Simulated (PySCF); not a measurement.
# TcO3: relaxation and vibrations of the doublet

The task is one start of a wider search on TcO3: the doublet, from a B3LYP minimum start. It is relaxed, tested by its Hessian and followed downhill if it is a saddle.

Program: PySCF 2.14.0. Level of theory: B3LYP, basis Tc def2-TZVP with ECP28, O def2-TZVP, scalar-relativistic core potentials, no spin–orbit coupling, density fitting. These are calculated values, not measurements.

### 1 The system as given

4 atoms, charge 0, spin multiplicity 2.

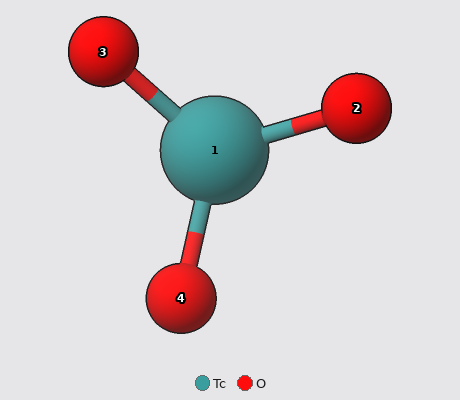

Start geometry, drawn with technetium teal, oxygen red; atoms are numbered from 1 in the order of the file.

```xyz
4
charge 0 multiplicity 2
Tc    0.0000    0.0000   -0.1144
O     1.6446    0.0000    0.2378
O    -0.8223    1.4243    0.2378
O    -0.8223   -1.4243    0.2378
```

### 2 Finding the electronic state

The steps below are one call of a driver around PySCF. For each, scf.py gives the equivalent set-up of the SCF; relaxations use the driver's own optimiser. After this first run the driver tries any further starts and a stability analysis.

The input, scf.py:

```python
from pyscf import gto, scf, dft
mol = gto.M(atom='''
Tc    -0.000000     0.000000    -0.114380
O      1.644610     0.000010     0.237830
O     -0.822320     1.424270     0.237830
O     -0.822300    -1.424280     0.237830''',
    basis={'Tc': 'def2-TZVP', 'O': 'def2-TZVP'},
    ecp={'Tc': 'def2-TZVP'},
    charge=0, spin=1)
mf = dft.UKS(mol, xc='B3LYP')
mf.grids.atom_grid = (50, 194)
aux = {'Tc': 'def2-universal-JKFIT', 'O': 'def2-universal-JKFIT'}
mf = mf.density_fit(auxbasis=aux)
mf.conv_tol = 1e-08
mf.diis_space = 10
mf.max_cycle = 60
mf.init_guess = 'minao'
mf.verbose = 4
mf.kernel()
```

On the command line:

```bash
OMP_NUM_THREADS=4 python axn.py task.json out
```

Standard output:

```text
init E= -299.478252124394
[... the frontier-level lines of each cycle are left out ...]
cycle= 1 E= -306.08363147405  delta_E= -6.61  |g|= 1.26  |ddm|= 3.02
cycle= 2 E= -299.774365167448  delta_E= 6.31  |g|= 4.11  |ddm|= 2.73
cycle= 3 E= -306.598447099302  delta_E= -6.82  |g|= 0.327  |ddm|= 2.45
cycle= 4 E= -306.6283686859  delta_E= -0.0299  |g|= 0.174  |ddm|= 0.332
cycle= 5 E= -306.640045334241  delta_E= -0.0117  |g|= 0.0278  |ddm|= 0.115
cycle= 6 E= -306.640276265423  delta_E= -0.000231  |g|= 0.0128  |ddm|= 0.0214
cycle= 7 E= -306.640322956283  delta_E= -4.67e-05  |g|= 0.00771  |ddm|= 0.00792
cycle= 8 E= -306.640343518647  delta_E= -2.06e-05  |g|= 0.00337  |ddm|= 0.005
cycle= 9 E= -306.640350951658  delta_E= -7.43e-06  |g|= 0.000939  |ddm|= 0.00302
cycle= 10 E= -306.640352455942  delta_E= -1.5e-06  |g|= 0.000251  |ddm|= 0.00178
cycle= 11 E= -306.640352722912  delta_E= -2.67e-07  |g|= 9.69e-05  |ddm|= 0.000965
cycle= 12 E= -306.640352726685  delta_E= -3.77e-09  |g|= 0.000224  |ddm|= 0.000239
cycle= 13 E= -306.640352751825  delta_E= -2.51e-08  |g|= 3.81e-05  |ddm|= 0.000163
cycle= 14 E= -306.640352755131  delta_E= -3.31e-09  |g|= 6.6e-06  |ddm|= 0.000129
Extra cycle  E= -306.640352755205  delta_E= -7.34e-11  |g|= 4.45e-06  |ddm|= 1.31e-05
converged SCF energy = -306.640352755205  <S^2> = 0.7543586  2S+1 = 2.0043539
```

This step, with its further starts and checks, needed 39 s of wall time on 4 threads of Intel Xeon at 2.50GHz (Skylake/Cascade Lake), shared host.

The starts that the driver tried:

| start | energy (Eh) |
| --- | --- |
| the minimal-basis guess | -306.640353 |
| a thermally smeared density | -306.640353 |
| a smeared PBE density | -306.640353 |

The test of internal stability and the other starts found no lower solution of this spin.

### 3 Relaxation: B3LYP minimum start, doublet

The program finds C3v symmetry in the start, which this walk keeps. The walk stops when the largest gradient is under 0.0003 Eh/bohr and the energy has settled too.

scf.py: that of step 2 with these lines changed.

```diff
@@ -3,4 +3,4 @@
-Tc    -0.000000     0.000000    -0.114380
-O      1.644610     0.000010     0.237830
-O     -0.822320     1.424270     0.237830
-O     -0.822300    -1.424280     0.237830''',
+Tc     0.000000     0.000000    -0.115055
+O      1.644612     0.000011     0.237155
+O     -0.822316     1.424271     0.237154
+O     -0.822297    -1.424281     0.237154''',
@@ -17 +16,0 @@
-mf.init_guess = 'minao'
```

Energy and gradient, step by step:

| step | energy (Eh) | change (kJ/mol) | largest symmetric gradient (Eh/bohr) |
| --- | --- | --- | --- |
| 0 | -306.640353 | 0.00 | 0.00191 |
| 1 | -306.640361 | -0.02 | 0.00089 |
| 2 | -306.640364 | -0.03 | 0.00000 |

The walk took 18 s.

Positions (Å) and forces (eV/Å) along the way:

```
step 0
Tc   0.000   0.000  -0.115   0.004   0.000  -0.054
O    1.645   0.000   0.237   0.098   0.000   0.019
O   -0.822   1.424   0.237  -0.051   0.084   0.018
O   -0.822  -1.424   0.237  -0.051  -0.084   0.018
step 1
Tc   0.000   0.000  -0.115   0.004  -0.001   0.041
O    1.647   0.000   0.237  -0.046   0.000  -0.013
O   -0.824   1.427   0.237   0.020  -0.040  -0.014
O   -0.824  -1.427   0.237   0.022   0.041  -0.015
step 2
Tc   0.000   0.000  -0.113   0.004   0.000   0.000
O    1.647   0.000   0.236   0.000   0.000   0.001
O   -0.824   1.426   0.236  -0.002  -0.001  -0.001
O   -0.824  -1.426   0.236  -0.002   0.001  -0.001
```

After 2 steps and 0.0 kJ/mol it ends at C3v: Tc–O 1.684 Å (×3); O–Tc–O 115.8° (×3).

### 4 Frequencies

The point is checked on the finer grid, and tightened if its gradient asks for it. The Hessian and the dipole derivatives come from central differences of analytic gradients, with steps of 0.02 bohr.

scf.py: that of step 3 with these lines changed.

```diff
@@ -3,4 +3,4 @@
-Tc     0.000000     0.000000    -0.115055
-O      1.644612     0.000011     0.237155
-O     -0.822316     1.424271     0.237154
-O     -0.822297    -1.424281     0.237154''',
+Tc     0.000000     0.000000    -0.115016
+O      1.646720     0.000011     0.235507
+O     -0.823369     1.426096     0.235506
+O     -0.823351    -1.426107     0.235506''',
@@ -11 +11 @@
-mf.grids.atom_grid = (50, 194)
+mf.grids.atom_grid = (75, 302)
@@ -14 +14 @@
-mf.conv_tol = 1e-08
+mf.conv_tol = 1e-10
```

The driver hands on the density of the step before, so the log starts near convergence.

Log of the central SCF (cycles and frontier levels):

```text
init E= -306.640358810684
[... the frontier-level lines of each cycle are left out ...]
cycle= 1 E= -306.640358810667  delta_E= 1.71e-11  |g|= 7.41e-06  |ddm|= 3.78e-06
Extra cycle  E= -306.640358810382  delta_E= 2.85e-10  |g|= 2.97e-05  |ddm|= 1.48e-05
converged SCF energy = -306.640358810382  <S^2> = 0.75442847  2S+1 = 2.0044236
```

The whole step took 1.9 min.

Geometry: C3v; Tc–O 1.684 Å (×3); O–Tc–O 115.8° (×3).

Harmonic modes (main isotopes):

```
symmetry  ω (cm⁻¹)  IR (km/mol)  μ (u)
      a1       186         28.1  21.41
       e       331          3.1  17.55
       e      1002          379  19.26
      a1      1010          9.3  16.34
```

μ is the mass of the mode for normalised Cartesian displacements, not the reduced mass of the usual diatomic formula.

Every mode is real; the point is a minimum.

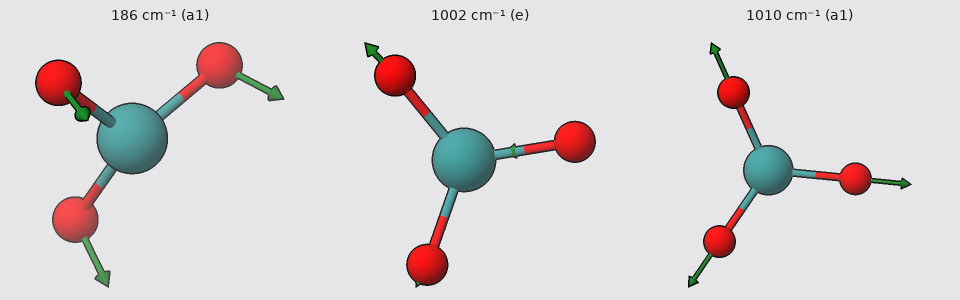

How the atoms move in 3 of the modes.

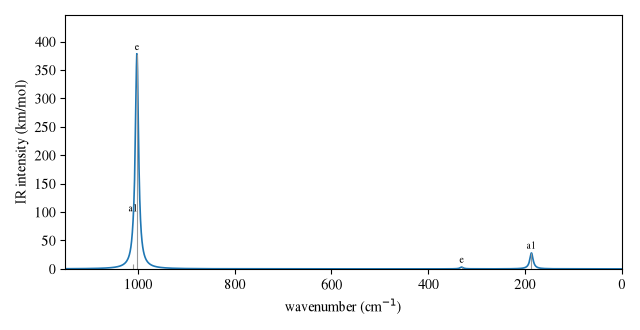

The harmonic infrared spectrum (widths in cm⁻¹). Lines are broadened to a width of 8 cm⁻¹ (Lorentzian).

Properties at this point:

| Property | Result |
| --- | --- |
| Dipole moment | 1.86 D |
| Highest occupied level | -8.37 eV |
| Lowest empty level | -5.32 eV |
| Rotational constants | 0.2442, 0.2442, 0.1296 cm⁻¹ |
| Zero-point energy | 23.1 kJ/mol |
| Principal polarisabilities | 30.6, 46.8, 46.8 bohr³ |
| Atomisation energy without zero-point energy | 1619 kJ/mol |
| Principal traceless quadrupole moments about the centre of mass | -3.66, -3.66, 7.31 D Å |
| Entropy at 298.15 K and 1 bar (electronic part: spin only) | 292.8 J/(mol K) |
| Heat capacity Cp at 298.15 K | 59.2 J/(mol K) |
| Enthalpy at 298.15 K above 0 K | 13.74 kJ/mol |
| Rotational symmetry number | 3 |
| Spin squared ⟨S²⟩ | 0.754 |

Populations by atom (charges in e):

```tsv
atom	Mulliken	Löwdin	polar tensor	spin (Mulliken)	Mayer order to Tc1
Tc1	1.62	0.82	1.80	0.93	–
O2,3,4	-0.54	-0.27	-0.60	0.02	1.76
```

Outer orbital energies (eV). α occupied: -12.85, -12.66, -12.66, -10.34, -10.05, -10.05, -9.73, -8.37; empty: -4.32, -4.32, -1.22, -1.22. β occupied: -13.54, -12.50, -12.50, -12.23, -10.38, -9.92, -9.92, -9.77; empty: -5.32, -4.06, -4.06, -1.00.

Mulliken populations on Tc1 (outside its core potential): s 2.29, p 6.27, d 4.76, f 0.07.

### 5 Summary of results

| quantity | value |
| --- | --- |
| minimum | doublet, C3v |
| geometry | Tc–O 1.684 Å (×3); O–Tc–O 115.8° (×3) |
| wavenumbers (cm⁻¹) | 186 (a1), 331 (e), 1002 (e), 1010 (a1) |
| dipole moment | 1.86 D |
| highest occupied, lowest empty level (either spin) | -8.37, -5.32 eV |
| polar-tensor charge of Tc1 | +1.80 e |
| zero-point energy | 23.1 kJ/mol |
| entropy at 298.15 K | 292.8 J/(mol K) |
| atomisation energy (no zero-point energy) | 1619 kJ/mol |
| ⟨S²⟩ | 0.754 |

What this shows: The B3LYP minimum start keeps its C3v symmetry and ends in a minimum. The strongest infrared band lies at 1002 cm⁻¹ (e, stretch). Most of the spin sits on Tc1 (Mulliken spin 0.93, against 1 for the whole molecule). Only this shape and spin were tried, so other structures or states may lie lower. One determinant may miss the lowest occupation of an open d or f shell.

The search up to here took 2.8 min.
